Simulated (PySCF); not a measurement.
**CH₅BO₂S: NMR shifts at several levels of theory**

How much do the NMR shifts of CH₅BO₂S (`OB(O)CS`) depend on the level of theory, and what does each level cost?

The runs use PySCF 2.14.0, with density-fitted response routines of our own; the level of theory stands in each step. All values are computed, except where a source is named. Atoms are numbered from 0 throughout.

## Step 1: Starting geometry

10 atoms, charge 0, multiplicity 1; geometry from: PBE0-D3(BJ)/def2-SVP.

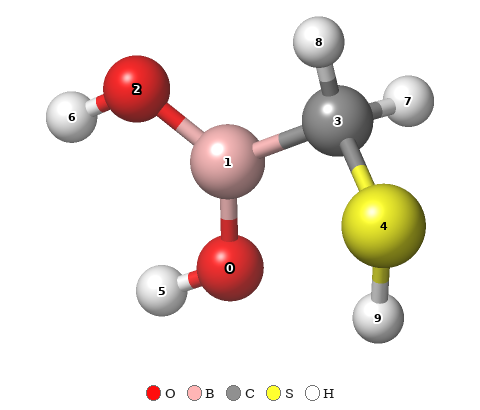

The starting geometry (oxygen red, boron pink, carbon grey, sulfur yellow, hydrogen white), atoms numbered.

## Step 2: Shielding tensors: HF/pcSseg-2

Job settings and geometry (Å):

```
{"job": {"kind": "nmr", "xc": "HF", "basis": "pcSseg-2", "pop": false}, "charge": 0, "multiplicity": 1}
O     -0.374588     0.741306    -1.220093
B     -0.544326    -0.037851    -0.112647
O     -1.651114    -0.796560     0.122358
C      0.606914    -0.041689     0.965501
S      2.235796    -0.394257     0.224203
H     -1.087207     0.715614    -1.864513
H     -2.330381    -0.762212    -0.558381
H      0.638673     0.913001     1.517345
H      0.431723    -0.837884     1.702786
H      2.125128     0.481328    -0.797760
```

With the program's defaults for keys left out, this is: GIAO HF/pcSseg-2 NMR shielding, non-relativistic, gas phase.

Started as:

```bash
OMP_NUM_THREADS=1 python probes_run.py task.json out
```

One launch serves the whole session: the jobs run in the order shown.

What it wrote:

```text
final grid: 83440 points
cycle   1  E = -612.8289388646  dE =  7.193e-01  |g| = 6.856e-01  |ddm| = 2.097e+00
cycle   2  E = -612.9145526306  dE = -8.561e-02  |g| = 3.694e-01  |ddm| = 5.817e-01
cycle   3  E = -612.9375588497  dE = -2.301e-02  |g| = 6.116e-02  |ddm| = 1.823e-01
cycle   4  E = -612.9389076954  dE = -1.349e-03  |g| = 1.361e-02  |ddm| = 7.243e-02
cycle   5  E = -612.9389955874  dE = -8.789e-05  |g| = 3.524e-03  |ddm| = 2.192e-02
cycle   6  E = -612.9390034671  dE = -7.880e-06  |g| = 1.173e-03  |ddm| = 8.348e-03
cycle   7  E = -612.9390041753  dE = -7.082e-07  |g| = 3.822e-04  |ddm| = 2.254e-03
cycle   8  E = -612.9390042600  dE = -8.469e-08  |g| = 1.191e-04  |ddm| = 9.609e-04
cycle   9  E = -612.9390042664  dE = -6.374e-09  |g| = 3.817e-05  |ddm| = 2.233e-04
cycle  10  E = -612.9390042672  dE = -8.733e-10  |g| = 1.236e-05  |ddm| = 8.806e-05
converged SCF energy = -612.9390042672

GIAO shielding tensors (ppm)
atom      isotropic    diamagn.    paramagn.     s11        s22        s33       span
  0 O      237.739     388.000    -150.261    154.266    268.160    290.790    136.524
  1 B       83.860     194.019    -110.159     67.934     84.585     99.061     31.128
  2 O      235.591     385.459    -149.868    155.816    267.827    283.129    127.314
  3 C      183.360     240.287     -56.928    172.305    185.028    192.746     20.441
  4 S      655.664    1052.977    -397.313    530.642    553.343    883.008    352.365
  5 H       28.795      32.451      -3.656     21.857     24.045     40.481     18.624
  6 H       28.777      31.592      -2.815     21.775     24.187     40.369     18.594
  7 H       29.900      28.727       1.174     24.163     28.295     37.243     13.079
  8 H       30.527      29.540       0.987     25.437     28.505     37.637     12.199
  9 H       29.657      30.658      -1.002     21.746     28.745     38.480     16.734
```

It took 14 s on 1 thread of Arm Neoverse V2, shared host; peak memory 0.93 GiB.

Shifts follow as δ = σ(reference) − σ, with reference shieldings (ppm) from runs at the same level and on the same kind of geometry: ¹H TMS 31.68, ¹³C TMS 191.5, ¹⁷O H2O 326.3, ¹¹B BF3·OEt2 114.5, ³³S CS2 522. The references are single molecules in the gas phase, so shifts against H2O, NH3, PH3, H3PO4 or CFCl3 are not on the usual liquid scales and can be off by tens of ppm. Atoms listed in one row are averaged.

```csv
atoms,environment,σ (ppm),δ (ppm)
C3,sp3 CH2 bonded to B and S,183.4,8.1
"H5, H6",hydrogen on an oxygen bonded to B,28.79,2.90
H9,hydrogen on a thiol sulfur,29.66,2.03
"H7, H8",hydrogen on an sp3 CH2 bonded to B and S,30.21,1.47
"O0, O2","oxygen bonded to B, H",236.7,89.7
B1,"boron bonded to C, 2 O",83.9,30.7
S4,thiol sulfur,656,-133
```

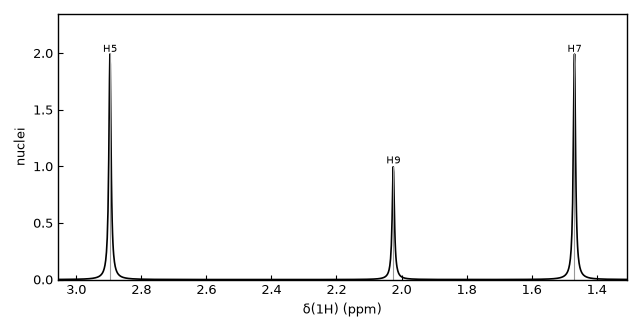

¹H lines at the computed shifts, without couplings. Lines are broadened to a width of 0.01 ppm (Lorentzian).

## Step 3: Nuclear shieldings: LDA/pcSseg-2

The job, as its differences from that of step 2:

```diff
@@ -1,2 +1,2 @@
-{"job": {"kind": "nmr", "xc": "HF", "basis": "pcSseg-2", "pop": false}, "charge": 0, "multiplicity": 1}
+{"job": {"kind": "nmr", "xc": "LDA", "basis": "pcSseg-2", "pop": false}, "charge": 0, "multiplicity": 1}
 O     -0.374588     0.741306    -1.220093
```

Level: GIAO LDA/pcSseg-2 NMR shielding, non-relativistic, gas phase.

What it wrote:

```text
coarse grid: 9072 points
cycle   1  E = -611.5396715489  dE =  5.512e-01  |g| = 1.078e+00  |ddm| = 2.266e+00
cycle   2  E = -610.9122702059  dE =  6.274e-01  |g| = 2.088e+00  |ddm| = 2.008e+00
cycle   3  E = -611.7488234786  dE = -8.366e-01  |g| = 1.429e-01  |ddm| = 1.526e+00
cycle   4  E = -611.7521959397  dE = -3.372e-03  |g| = 8.401e-02  |ddm| = 2.142e-01
cycle   5  E = -611.7538206928  dE = -1.625e-03  |g| = 1.958e-02  |ddm| = 8.295e-02
cycle   6  E = -611.7538885859  dE = -6.789e-05  |g| = 1.062e-02  |ddm| = 2.428e-02
cycle   7  E = -611.7539081051  dE = -1.952e-05  |g| = 3.095e-03  |ddm| = 6.956e-03
cycle   8  E = -611.7539098600  dE = -1.755e-06  |g| = 1.028e-03  |ddm| = 2.751e-03
final grid: 83440 points
cycle   9  E = -611.7442145342  dE = -1.046e-04  |g| = 8.664e-03  |ddm| = 3.783e-02
cycle  10  E = -611.7441833890  dE =  3.115e-05  |g| = 1.607e-02  |ddm| = 1.124e-02
cycle  11  E = -611.7442262159  dE = -4.283e-05  |g| = 1.479e-03  |ddm| = 7.531e-03
cycle  12  E = -611.7442265497  dE = -3.338e-07  |g| = 6.990e-04  |ddm| = 1.295e-03
cycle  13  E = -611.7442266328  dE = -8.307e-08  |g| = 2.030e-04  |ddm| = 4.225e-04
cycle  14  E = -611.7442266411  dE = -8.289e-09  |g| = 3.086e-05  |ddm| = 1.642e-04
cycle  15  E = -611.7442266412  dE = -1.622e-10  |g| = 1.334e-05  |ddm| = 3.337e-05
converged SCF energy = -611.7442266412

GIAO shielding tensors (ppm)
atom      isotropic    diamagn.    paramagn.     s11        s22        s33       span
  0 O      196.951     386.671    -189.720     97.889    230.334    262.629    164.740
  1 B       62.060     195.380    -133.320     45.506     56.714     83.962     38.455
  2 O      195.958     384.146    -188.188    104.603    240.271    243.001    138.399
  3 C      169.954     245.478     -75.525    159.877    165.773    184.211     24.334
  4 S      599.893    1054.462    -454.569    442.147    533.753    823.781    381.634
  5 H       27.794      32.277      -4.482     22.777     23.482     37.124     14.347
  6 H       27.695      31.442      -3.747     22.489     23.387     37.209     14.720
  7 H       28.583      28.639      -0.056     22.725     27.295     35.730     13.005
  8 H       29.342      29.419      -0.076     24.619     27.835     35.573     10.954
  9 H       28.770      29.728      -0.959     21.087     28.479     36.742     15.655
```

Wall time 27 s (1 thread of Arm Neoverse V2, shared host); peak memory 0.89 GiB.

In short: δ C3 10.3, O0 137.9, B1 28.9, S4 -116, H5 3.03, H9 2.00 ppm (means over like atoms).

## Step 4: Nuclear shieldings: PBE/pcSseg-2

The job, as its differences from that of step 3:

```diff
@@ -1,2 +1,2 @@
-{"job": {"kind": "nmr", "xc": "LDA", "basis": "pcSseg-2", "pop": false}, "charge": 0, "multiplicity": 1}
+{"job": {"kind": "nmr", "xc": "PBE", "basis": "pcSseg-2", "pop": false}, "charge": 0, "multiplicity": 1}
 O     -0.374588     0.741306    -1.220093
```

Level: GIAO PBE/pcSseg-2 NMR shielding, non-relativistic, gas phase.

What it wrote:

```text
coarse grid: 9072 points
cycle   1  E = -614.2010172367  dE =  5.580e-01  |g| = 1.060e+00  |ddm| = 2.172e+00
cycle   2  E = -613.6121162525  dE =  5.889e-01  |g| = 2.022e+00  |ddm| = 1.966e+00
cycle   3  E = -614.4036045336  dE = -7.915e-01  |g| = 1.324e-01  |ddm| = 1.499e+00
cycle   4  E = -614.4065147511  dE = -2.910e-03  |g| = 7.632e-02  |ddm| = 1.983e-01
cycle   5  E = -614.4078854878  dE = -1.371e-03  |g| = 1.879e-02  |ddm| = 7.716e-02
cycle   6  E = -614.4079515243  dE = -6.604e-05  |g| = 9.160e-03  |ddm| = 2.215e-02
cycle   7  E = -614.4079660610  dE = -1.454e-05  |g| = 2.771e-03  |ddm| = 6.098e-03
cycle   8  E = -614.4079675017  dE = -1.441e-06  |g| = 9.087e-04  |ddm| = 2.576e-03
final grid: 83440 points
cycle   9  E = -614.4075218083  dE = -1.306e-04  |g| = 1.014e-02  |ddm| = 4.610e-02
cycle  10  E = -614.4074662055  dE =  5.560e-05  |g| = 1.846e-02  |ddm| = 1.746e-02
cycle  11  E = -614.4075434633  dE = -7.726e-05  |g| = 1.654e-03  |ddm| = 1.294e-02
cycle  12  E = -614.4075439984  dE = -5.350e-07  |g| = 6.242e-04  |ddm| = 1.873e-03
cycle  13  E = -614.4075440623  dE = -6.395e-08  |g| = 2.694e-04  |ddm| = 5.595e-04
cycle  14  E = -614.4075440762  dE = -1.384e-08  |g| = 6.004e-05  |ddm| = 2.282e-04
cycle  15  E = -614.4075440770  dE = -8.337e-10  |g| = 1.957e-05  |ddm| = 9.543e-05
converged SCF energy = -614.4075440770

GIAO shielding tensors (ppm)
atom      isotropic    diamagn.    paramagn.     s11        s22        s33       span
  0 O      199.996     386.729    -186.734    106.426    232.807    260.753    154.327
  1 B       65.042     195.778    -130.737     50.816     58.985     85.323     34.507
  2 O      198.966     384.194    -185.228    112.625    237.084    247.188    134.563
  3 C      168.361     243.857     -75.496    158.169    164.885    182.030     23.861
  4 S      599.080    1054.331    -455.252    449.276    527.810    820.153    370.877
  5 H       28.449      32.781      -4.333     23.503     24.201     37.642     14.138
  6 H       28.330      31.933      -3.603     23.198     24.086     37.705     14.507
  7 H       29.006      28.775       0.231     23.316     27.725     35.976     12.659
  8 H       29.814      29.477       0.337     25.231     28.275     35.934     10.703
  9 H       29.336      30.386      -1.050     21.724     29.134     37.151     15.427
```

Wall time 32 s (1 thread of Arm Neoverse V2, shared host); peak memory 0.79 GiB.

Key values: δ C3 11.0, O0 128.4, B1 27.7, S4 -102, H5 2.79, H9 1.84 ppm (means over like atoms).

## Step 5: Nuclear shieldings: BLYP/pcSseg-2

The job, as its differences from that of step 4:

```diff
@@ -1,2 +1,2 @@
-{"job": {"kind": "nmr", "xc": "PBE", "basis": "pcSseg-2", "pop": false}, "charge": 0, "multiplicity": 1}
+{"job": {"kind": "nmr", "xc": "BLYP", "basis": "pcSseg-2", "pop": false}, "charge": 0, "multiplicity": 1}
 O     -0.374588     0.741306    -1.220093
```

Level: GIAO BLYP/pcSseg-2 NMR shielding, non-relativistic, gas phase.

What it wrote:

```text
coarse grid: 9072 points
cycle   1  E = -614.5355638756  dE =  5.805e-01  |g| = 1.152e+00  |ddm| = 2.153e+00
cycle   2  E = -613.7791684602  dE =  7.564e-01  |g| = 2.256e+00  |ddm| = 2.212e+00
cycle   3  E = -614.7691174259  dE = -9.899e-01  |g| = 1.523e-01  |ddm| = 1.737e+00
cycle   4  E = -614.7725996095  dE = -3.482e-03  |g| = 9.385e-02  |ddm| = 2.294e-01
cycle   5  E = -614.7746845128  dE = -2.085e-03  |g| = 2.210e-02  |ddm| = 9.494e-02
cycle   6  E = -614.7747801944  dE = -9.568e-05  |g| = 1.023e-02  |ddm| = 2.636e-02
cycle   7  E = -614.7747978475  dE = -1.765e-05  |g| = 3.239e-03  |ddm| = 6.751e-03
cycle   8  E = -614.7747997685  dE = -1.921e-06  |g| = 1.084e-03  |ddm| = 2.991e-03
final grid: 83440 points
cycle   9  E = -614.7752586176  dE = -1.237e-04  |g| = 6.779e-03  |ddm| = 4.181e-02
cycle  10  E = -614.7752407344  dE =  1.788e-05  |g| = 1.168e-02  |ddm| = 9.952e-03
cycle  11  E = -614.7752670992  dE = -2.636e-05  |g| = 1.561e-03  |ddm| = 6.899e-03
cycle  12  E = -614.7752675252  dE = -4.260e-07  |g| = 6.791e-04  |ddm| = 1.629e-03
cycle  13  E = -614.7752675979  dE = -7.269e-08  |g| = 2.557e-04  |ddm| = 4.453e-04
cycle  14  E = -614.7752676114  dE = -1.351e-08  |g| = 4.012e-05  |ddm| = 2.390e-04
cycle  15  E = -614.7752676116  dE = -2.667e-10  |g| = 1.590e-05  |ddm| = 4.093e-05
converged SCF energy = -614.7752676116

GIAO shielding tensors (ppm)
atom      isotropic    diamagn.    paramagn.     s11        s22        s33       span
  0 O      199.295     386.158    -186.864    109.177    230.370    258.336    149.159
  1 B       62.898     194.186    -131.288     48.179     57.293     83.223     35.044
  2 O      198.366     383.638    -185.272    115.167    231.570    248.360    133.193
  3 C      162.692     241.755     -79.062    151.631    159.654    176.792     25.160
  4 S      569.692    1054.432    -484.740    417.672    491.443    799.960    382.287
  5 H       28.721      33.067      -4.346     23.828     24.540     37.795     13.968
  6 H       28.591      32.228      -3.636     23.522     24.397     37.854     14.332
  7 H       29.164      29.063       0.101     23.643     28.021     35.829     12.187
  8 H       30.032      29.762       0.270     25.657     28.584     35.854     10.198
  9 H       29.578      30.561      -0.983     22.137     29.562     37.034     14.898
```

Wall time 32 s (1 thread of Arm Neoverse V2, shared host); peak memory 0.85 GiB.

Key values: δ C3 12.3, O0 126.3, B1 28.2, S4 -82, H5 2.72, H9 1.80 ppm (means over like atoms).

## Step 6: Shielding tensors: BP86/pcSseg-2

The job, as its differences from that of step 5:

```diff
@@ -1,2 +1,2 @@
-{"job": {"kind": "nmr", "xc": "BLYP", "basis": "pcSseg-2", "pop": false}, "charge": 0, "multiplicity": 1}
+{"job": {"kind": "nmr", "xc": "BP86", "basis": "pcSseg-2", "pop": false}, "charge": 0, "multiplicity": 1}
 O     -0.374588     0.741306    -1.220093
```

With the program's defaults for keys left out, this is: GIAO BP86/pcSseg-2 NMR shielding, non-relativistic, gas phase.

What it wrote:

```text
coarse grid: 9072 points
cycle   1  E = -614.6601377340  dE =  5.631e-01  |g| = 1.075e+00  |ddm| = 2.163e+00
cycle   2  E = -614.0902078673  dE =  5.699e-01  |g| = 2.015e+00  |ddm| = 1.876e+00
cycle   3  E = -614.8665435453  dE = -7.763e-01  |g| = 1.343e-01  |ddm| = 1.409e+00
cycle   4  E = -614.8696866183  dE = -3.143e-03  |g| = 7.365e-02  |ddm| = 1.881e-01
cycle   5  E = -614.8709406250  dE = -1.254e-03  |g| = 1.826e-02  |ddm| = 7.268e-02
cycle   6  E = -614.8710057736  dE = -6.515e-05  |g| = 8.569e-03  |ddm| = 2.159e-02
cycle   7  E = -614.8710184681  dE = -1.269e-05  |g| = 2.776e-03  |ddm| = 5.875e-03
cycle   8  E = -614.8710198287  dE = -1.361e-06  |g| = 9.706e-04  |ddm| = 2.465e-03
final grid: 83440 points
cycle   9  E = -614.8736437218  dE = -1.233e-04  |g| = 4.720e-03  |ddm| = 4.261e-02
cycle  10  E = -614.8736341692  dE =  9.553e-06  |g| = 7.862e-03  |ddm| = 7.582e-03
cycle  11  E = -614.8736482116  dE = -1.404e-05  |g| = 1.323e-03  |ddm| = 5.719e-03
cycle  12  E = -614.8736484997  dE = -2.880e-07  |g| = 6.233e-04  |ddm| = 1.237e-03
cycle  13  E = -614.8736485664  dE = -6.679e-08  |g| = 1.823e-04  |ddm| = 4.378e-04
cycle  14  E = -614.8736485743  dE = -7.904e-09  |g| = 3.160e-05  |ddm| = 2.179e-04
cycle  15  E = -614.8736485747  dE = -4.001e-10  |g| = 1.499e-05  |ddm| = 5.415e-05
converged SCF energy = -614.8736485747

GIAO shielding tensors (ppm)
atom      isotropic    diamagn.    paramagn.     s11        s22        s33       span
  0 O      200.562     386.216    -185.654    107.811    232.829    261.046    153.234
  1 B       65.802     195.704    -129.901     51.872     60.158     85.377     33.505
  2 O      199.509     383.485    -183.976    113.846    237.910    246.771    132.925
  3 C      167.997     244.151     -76.155    157.666    164.640    181.684     24.017
  4 S      595.159    1054.530    -459.371    444.682    523.448    817.346    372.664
  5 H       28.525      32.783      -4.258     23.543     24.278     37.756     14.213
  6 H       28.418      31.923      -3.505     23.247     24.188     37.818     14.571
  7 H       29.091      28.905       0.187     23.467     27.812     35.996     12.529
  8 H       29.884      29.590       0.295     25.322     28.348     35.984     10.662
  9 H       29.425      30.360      -0.935     21.819     29.221     37.235     15.416
```

Run time: 32 s. Hardware: 1 thread of Arm Neoverse V2, shared host; peak memory 0.79 GiB.

This run: δ C3 11.2, O0 126.0, B1 27.5, S4 -100, H5 2.76, H9 1.81 ppm (means over like atoms).

## Step 7: Shielding tensors: OPBE/pcSseg-2

The job, as its differences from that of step 6:

```diff
@@ -1,2 +1,2 @@
-{"job": {"kind": "nmr", "xc": "BP86", "basis": "pcSseg-2", "pop": false}, "charge": 0, "multiplicity": 1}
+{"job": {"kind": "nmr", "xc": "OPBE", "basis": "pcSseg-2", "pop": false}, "charge": 0, "multiplicity": 1}
 O     -0.374588     0.741306    -1.220093
```

With the program's defaults for keys left out, this is: GIAO OPBE/pcSseg-2 NMR shielding, non-relativistic, gas phase.

What it wrote:

```text
coarse grid: 9072 points
cycle   1  E = -614.4995193528  dE =  5.244e-01  |g| = 9.734e-01  |ddm| = 2.190e+00
cycle   2  E = -614.0796517769  dE =  4.199e-01  |g| = 1.741e+00  |ddm| = 1.791e+00
cycle   3  E = -614.6775088563  dE = -5.979e-01  |g| = 1.063e-01  |ddm| = 1.323e+00
cycle   4  E = -614.6795522702  dE = -2.043e-03  |g| = 5.880e-02  |ddm| = 1.678e-01
cycle   5  E = -614.6803790626  dE = -8.268e-04  |g| = 1.404e-02  |ddm| = 6.291e-02
cycle   6  E = -614.6804078734  dE = -2.881e-05  |g| = 8.337e-03  |ddm| = 1.527e-02
cycle   7  E = -614.6804198274  dE = -1.195e-05  |g| = 2.686e-03  |ddm| = 5.386e-03
cycle   8  E = -614.6804212264  dE = -1.399e-06  |g| = 6.950e-04  |ddm| = 2.537e-03
final grid: 83440 points
cycle   9  E = -614.6866060252  dE = -2.381e-04  |g| = 2.264e-02  |ddm| = 6.881e-02
cycle  10  E = -614.6863744332  dE =  2.316e-04  |g| = 4.078e-02  |ddm| = 3.813e-02
cycle  11  E = -614.6867118399  dE = -3.374e-04  |g| = 2.478e-03  |ddm| = 2.440e-02
cycle  12  E = -614.6867132585  dE = -1.419e-06  |g| = 8.705e-04  |ddm| = 3.172e-03
cycle  13  E = -614.6867134209  dE = -1.624e-07  |g| = 2.798e-04  |ddm| = 9.199e-04
cycle  14  E = -614.6867134335  dE = -1.255e-08  |g| = 1.219e-04  |ddm| = 2.176e-04
cycle  15  E = -614.6867134360  dE = -2.523e-09  |g| = 3.354e-05  |ddm| = 1.035e-04
cycle  16  E = -614.6867134363  dE = -2.412e-10  |g| = 9.511e-06  |ddm| = 4.189e-05
converged SCF energy = -614.6867134363

GIAO shielding tensors (ppm)
atom      isotropic    diamagn.    paramagn.     s11        s22        s33       span
  0 O      208.759     388.604    -179.845    117.211    242.336    266.730    149.519
  1 B       71.575     198.592    -127.016     59.443     65.746     89.537     30.095
  2 O      207.584     386.475    -178.892    122.803    246.262    253.687    130.884
  3 C      173.477     245.131     -71.654    163.997    169.656    186.779     22.782
  4 S      630.823    1054.772    -423.949    490.613    561.748    840.108    349.495
  5 H       28.463      32.554      -4.091     23.330     24.122     37.937     14.606
  6 H       28.335      31.702      -3.367     23.004     24.051     37.950     14.946
  7 H       29.080      28.369       0.711     23.344     27.610     36.285     12.941
  8 H       29.826      28.960       0.866     25.082     28.141     36.255     11.173
  9 H       29.333      30.633      -1.300     21.551     28.928     37.521     15.969
```

It took 34 s on 1 thread of Arm Neoverse V2, shared host; peak memory 0.79 GiB.

Key values: δ C3 10.9, O0 121.0, B1 26.2, S4 -114, H5 2.80, H9 1.87 ppm (means over like atoms).

## Step 8: NMR shieldings: KT2/pcSseg-2

The job, as its differences from that of step 7:

```diff
@@ -1,2 +1,2 @@
-{"job": {"kind": "nmr", "xc": "OPBE", "basis": "pcSseg-2", "pop": false}, "charge": 0, "multiplicity": 1}
+{"job": {"kind": "nmr", "xc": "KT2", "basis": "pcSseg-2", "pop": false}, "charge": 0, "multiplicity": 1}
 O     -0.374588     0.741306    -1.220093
```

Method: GIAO KT2/pcSseg-2 NMR shielding, non-relativistic, gas phase.

What it wrote:

```text
coarse grid: 9072 points
cycle   1  E = -621.0169216071  dE =  5.999e-01  |g| = 1.109e+00  |ddm| = 2.114e+00
cycle   2  E = -620.4380189515  dE =  5.789e-01  |g| = 2.011e+00  |ddm| = 1.974e+00
cycle   3  E = -621.2408803118  dE = -8.029e-01  |g| = 1.362e-01  |ddm| = 1.482e+00
cycle   4  E = -621.2441056540  dE = -3.225e-03  |g| = 7.338e-02  |ddm| = 2.016e-01
cycle   5  E = -621.2454029275  dE = -1.297e-03  |g| = 1.788e-02  |ddm| = 8.119e-02
cycle   6  E = -621.2454663043  dE = -6.338e-05  |g| = 7.422e-03  |ddm| = 1.901e-02
cycle   7  E = -621.2454747062  dE = -8.402e-06  |g| = 3.461e-03  |ddm| = 5.679e-03
cycle   8  E = -621.2454770475  dE = -2.341e-06  |g| = 8.089e-04  |ddm| = 2.955e-03
final grid: 83440 points
cycle   9  E = -621.2774980395  dE = -3.533e-04  |g| = 1.265e-02  |ddm| = 9.372e-02
cycle  10  E = -621.2774521493  dE =  4.589e-05  |g| = 1.688e-02  |ddm| = 2.266e-02
cycle  11  E = -621.2775183704  dE = -6.622e-05  |g| = 3.746e-03  |ddm| = 1.776e-02
cycle  12  E = -621.2775218836  dE = -3.513e-06  |g| = 8.846e-04  |ddm| = 3.578e-03
cycle  13  E = -621.2775220478  dE = -1.642e-07  |g| = 3.123e-04  |ddm| = 9.635e-04
cycle  14  E = -621.2775220646  dE = -1.678e-08  |g| = 1.222e-04  |ddm| = 2.682e-04
cycle  15  E = -621.2775220678  dE = -3.232e-09  |g| = 2.652e-05  |ddm| = 1.036e-04
cycle  16  E = -621.2775220679  dE = -1.446e-10  |g| = 7.996e-06  |ddm| = 3.159e-05
converged SCF energy = -621.2775220679

GIAO shielding tensors (ppm)
atom      isotropic    diamagn.    paramagn.     s11        s22        s33       span
  0 O      203.072     385.239    -182.166    113.992    233.336    261.889    147.898
  1 B       72.353     195.936    -123.583     61.250     67.174     88.636     27.386
  2 O      202.403     381.985    -179.582    120.257    235.176    251.776    131.520
  3 C      172.176     244.287     -72.111    162.354    168.812    185.362     23.008
  4 S      621.040    1056.178    -435.138    479.991    552.517    830.611    350.619
  5 H       28.563      32.780      -4.217     23.523     24.230     37.936     14.413
  6 H       28.446      31.891      -3.446     23.210     24.077     38.050     14.840
  7 H       28.974      28.892       0.082     23.190     27.687     36.045     12.855
  8 H       29.805      29.615       0.190     25.187     28.241     35.988     10.801
  9 H       29.367      30.322      -0.955     21.765     29.143     37.195     15.430
```

Run time: 34 s. Hardware: 1 thread of Arm Neoverse V2, shared host; peak memory 0.85 GiB.

Key values: δ C3 10.1, O0 121.6, B1 25.9, S4 -96, H5 2.67, H9 1.81 ppm (means over like atoms).

[end of part 1 of 2]
